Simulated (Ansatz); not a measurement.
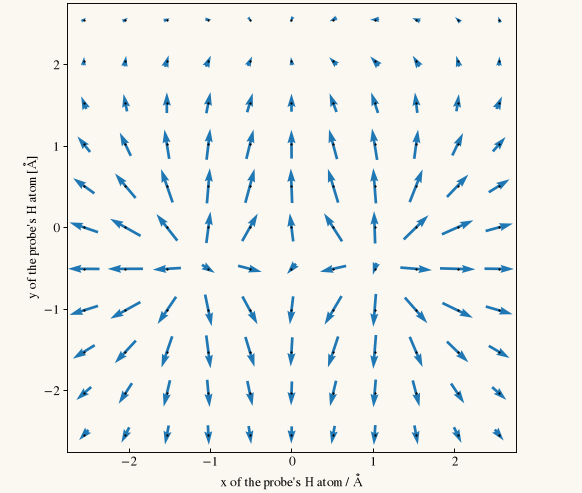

OSe₂ (SMILES o1[se][se]1) with the probe H2O. The probe is moved over a plane parallel to the molecule's main plane, 1.70 Å above it. The first coordinate is: x of the probe's H atom; the second: y of the probe's H atom. Nothing is relaxed (molecule and probe rigid, the probe upright with H nearest the plane). Grid: 11 × 11 points. Points are written as (first, second). Method: RHF/def2-SVPD (Ansatz 0.2.0).

In the figure: dots at the grid points, arrows along the force (downhill), their lengths compressed.

The arrows alone are given. Where is the energy lowest?

The arrows converge at about (−0.18 Å, 2.55 Å) (read from the interpolated surface).

The energy map of the same scan:

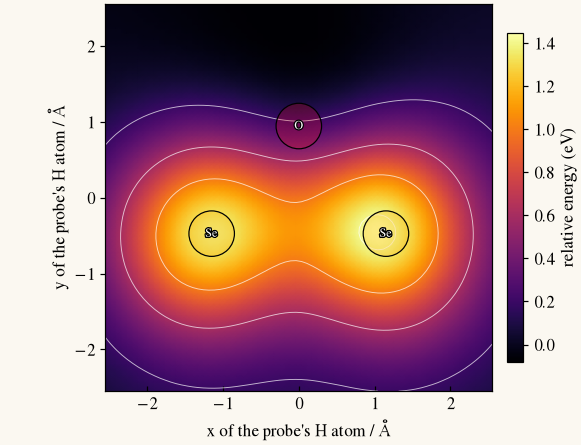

Energies are in eV, from molecule and probe far apart, each relaxed in its own basis (no counterpoise correction); between grid points the surface is interpolated.
